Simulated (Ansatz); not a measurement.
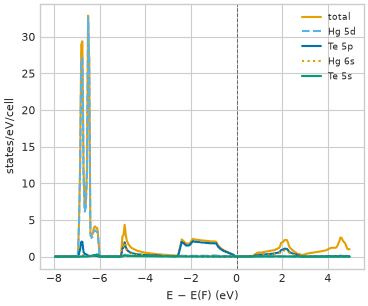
Total and projected density of states of HgTe (zinc blende, F-43m), plane-wave PAW PBE (Ansatz code)

Task: Which orbitals carry the states next to the Fermi level?

Result: Within 0.5 eV of the Fermi level: Te 5p 87 %, Hg 5d 8 %. Projections are on Löwdin-orthogonalised atomic valence shells; empty p or d shells of many metals are not among them.

Task: Where is the tallest occupied peak in this window, and what makes it?

Result: Near -6.5 eV, about 33 states/eV per cell; the largest projected share is Hg 5d.

The cell was relaxed with PBE under the symmetry of its start; phonons on a q-mesh show no instability. Spin–orbit coupling is left out wherever it is not named.

Potentials: the later of the program's two PAW sets.
